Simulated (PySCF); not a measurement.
Excited-state calculation, with input and output: C4H3F4S (charge −1)

- system: C4H3F4S, charge −1
- method: TDDFT B3LYP/def2-SVPD, vertical, gas phase, core orbitals frozen in the response (PySCF 2.14.0)

The geometry comes from this level: PBE0-D3(BJ)/def2-SVP.

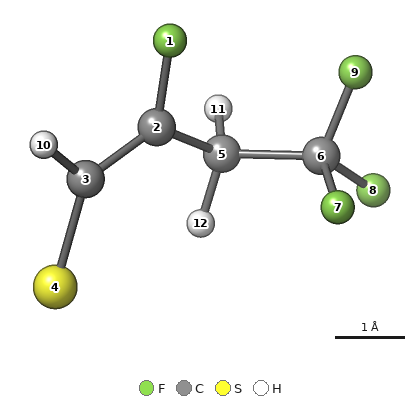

The structure as given in the input (ball-and-stick view, seen at a tilt; atoms are numbered from 1 in the order of the input).

### Summary

| quantity | value |
| --- | --- |
| outcome | converged |
| total energy | −951.364373 hartree |
| HOMO | −0.56 eV |
| LUMO | 3.67 eV |
| mean polarisability | 94.04 a.u. |
| lowest excitation | 3.60 eV |
| hardware | 1 CPU thread, shared host |
| wall time | 50 s |
| peak memory | 0.94 GiB |

### The input
```
{"job": {"kind": "uv", "xc": "B3LYP", "basis": "def2-SVPD", "dynamic": true, "nstates": 6, "ntriplets": 0}, "charge": -1, "multiplicity": 1}
F      0.765356    -1.870552     0.058562
C      0.852803    -0.500848     0.133887
C      1.872705     0.089203     0.799317
S      2.189738     1.770701     0.976235
C     -0.192415     0.220287    -0.626000
C     -1.611833    -0.030559    -0.203625
F     -1.820018     0.171480     1.099798
F     -2.467193     0.784038    -0.863690
F     -2.022983    -1.284235    -0.472464
H      2.563458    -0.639927     1.258963
H     -0.161253     0.008048    -1.712741
H      0.040028     1.289409    -0.465423
```

The first line tells a small driver script what to run in PySCF; the rest is the geometry in Å.

### Output
```
coarse grid: 12176 points
cycle   1  E = -951.0404698081  dE =  1.226e+00  |g| = 9.975e-01  |ddm| = 5.309e+00
cycle   2  E = -950.6920171606  dE =  3.485e-01  |g| = 1.648e+00  |ddm| = 3.851e+00
cycle   3  E = -951.2392306456  dE = -5.472e-01  |g| = 2.076e-01  |ddm| = 2.706e+00
cycle   4  E = -951.2489721560  dE = -9.742e-03  |g| = 9.877e-02  |ddm| = 5.155e-01
cycle   5  E = -951.2515103407  dE = -2.538e-03  |g| = 2.585e-02  |ddm| = 1.759e-01
cycle   6  E = -951.2516517642  dE = -1.414e-04  |g| = 6.841e-03  |ddm| = 4.527e-02
cycle   7  E = -951.2516622132  dE = -1.045e-05  |g| = 2.288e-03  |ddm| = 1.927e-02
cycle   8  E = -951.2516636591  dE = -1.446e-06  |g| = 6.543e-04  |ddm| = 5.557e-03
final grid: 119112 points
cycle   9  E = -951.3643651479  dE = -4.251e-05  |g| = 6.829e-03  |ddm| = 1.141e-01
cycle  10  E = -951.3643533374  dE =  1.181e-05  |g| = 1.065e-02  |ddm| = 1.798e-02
cycle  11  E = -951.3643730270  dE = -1.969e-05  |g| = 8.462e-04  |ddm| = 1.112e-02
cycle  12  E = -951.3643731943  dE = -1.673e-07  |g| = 3.528e-04  |ddm| = 2.169e-03
cycle  13  E = -951.3643732264  dE = -3.210e-08  |g| = 1.126e-04  |ddm| = 6.549e-04
cycle  14  E = -951.3643732289  dE = -2.514e-09  |g| = 3.419e-05  |ddm| = 1.816e-04
cycle  15  E = -951.3643732291  dE = -2.033e-10  |g| = 9.516e-06  |ddm| = 5.526e-05
```

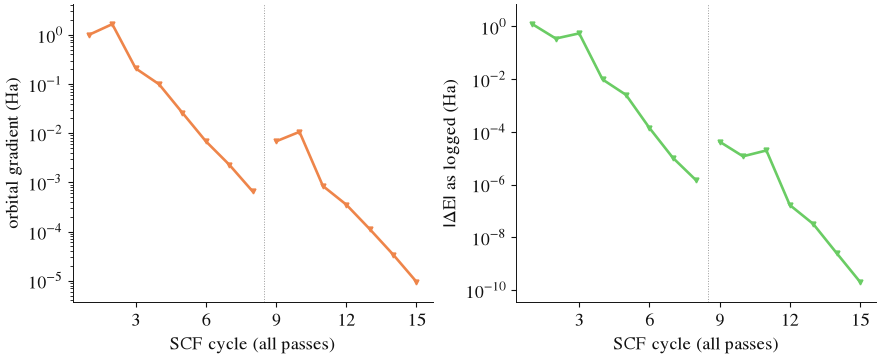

Convergence of the self-consistent field: orbital gradient and size of the energy change against the SCF cycle. The dotted line marks the change from a coarse to the final integration grid. The first 8 cycles use a coarse grid, the final grid takes over at cycle 9, and the field converges after 15 cycles in all.

```
converged SCF energy = -951.3643732291

Static polarisability (au): isotropic 94.038, principal 72.544 83.877 125.693

Singlet excitations
state   eV       nm        f      main configurations
  1   3.6013    344.3   0.02765   H->L 0.97
  2   3.9259    315.8   0.00482   H-1->L 0.80, H-1->L+1 0.12
  3   4.1522    298.6   0.00171   H->L+2 0.60, H->L+1 0.36
  4   4.3555    284.7   0.00334   H-1->L+1 0.41, H-1->L+2 0.31, H-1->L 0.15
  5   4.3898    282.4   0.04499   H->L+3 0.92
  6   4.5179    274.4   0.04587   H-1->L+2 0.46, H-1->L+1 0.21, H->L+1 0.13
```

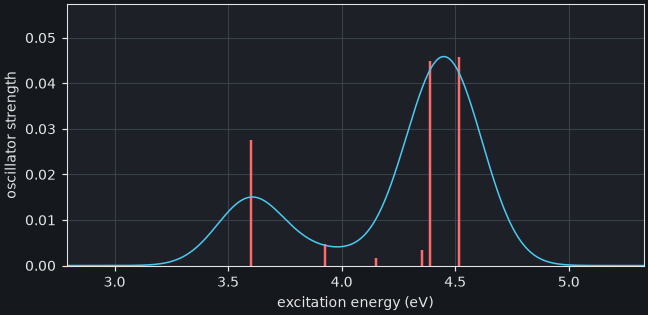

Computed excitations as sticks (degenerate states added up, dark ones marked on the axis), with a Gaussian envelope of 0.35 eV full width at half maximum, scaled to the tallest. Of the 6 states the lowest lies at 3.60 eV (f = 0.028); the strongest line is at 4.52 eV, or 274 nm (f = 0.046).

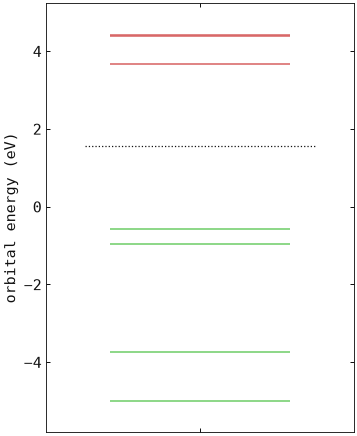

Orbital energies near the frontier; the dotted line parts filled from empty levels, and levels within 0.02 eV of each other stand side by side. Highest filled −0.56 eV, lowest empty 3.67 eV, 4.23 eV apart.
